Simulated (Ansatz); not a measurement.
```xyz
9

C    -1.0329   -0.7921   -2.2543
C    -3.0935    0.6856   -0.0193
Al   -2.4106   -0.9851   -0.8409
H    -0.6896   -1.7415   -2.6927
H    -0.1518   -0.2676   -1.8395
H    -1.4282   -0.1594   -3.0709
H    -3.5447    1.3227   -0.8030
H    -2.2502    1.2564    0.4123
H    -3.8444    0.5342    0.7712
```

Geometry: B3LYP-D3(BJ)/def2-SVP.

All numbers below come from isolated molecule in a Gaussian basis; Kohn-Sham density functional theory, functional PBE0 in Ansatz.

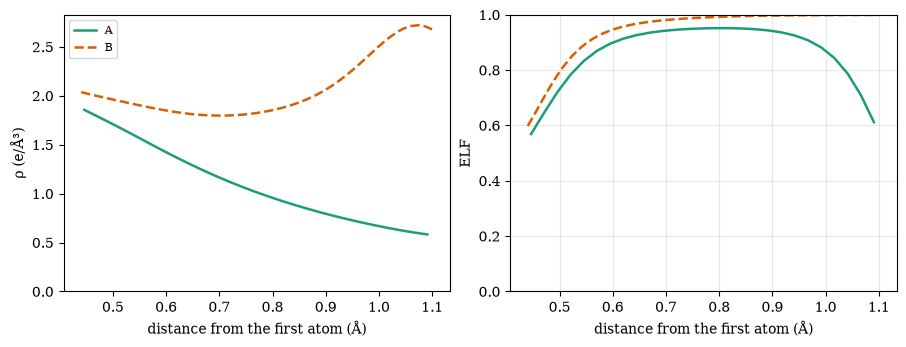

C2H6Al (SMILES [CH3][Al][CH3]) (doublet). Electron density and ELF along straight lines between neighbouring atoms. The curves leave out the atomic cores.

> Which curve belongs to which contact (C–Al and C–H)? The first atom named is at distance zero.

Curve A: C–Al (1.98 Å): ρ at the midpoint is about 0.68 e/Å³; the ELF peaks at about 0.95 between the atoms; a polar covalent bond. Curve B: C–H (1.10 Å): the density is about 1.9 e/Å³ at the midpoint; the ELF climbs to about 1 towards the hydrogen, as it does in any bond to H; an ordinary covalent bond to hydrogen.
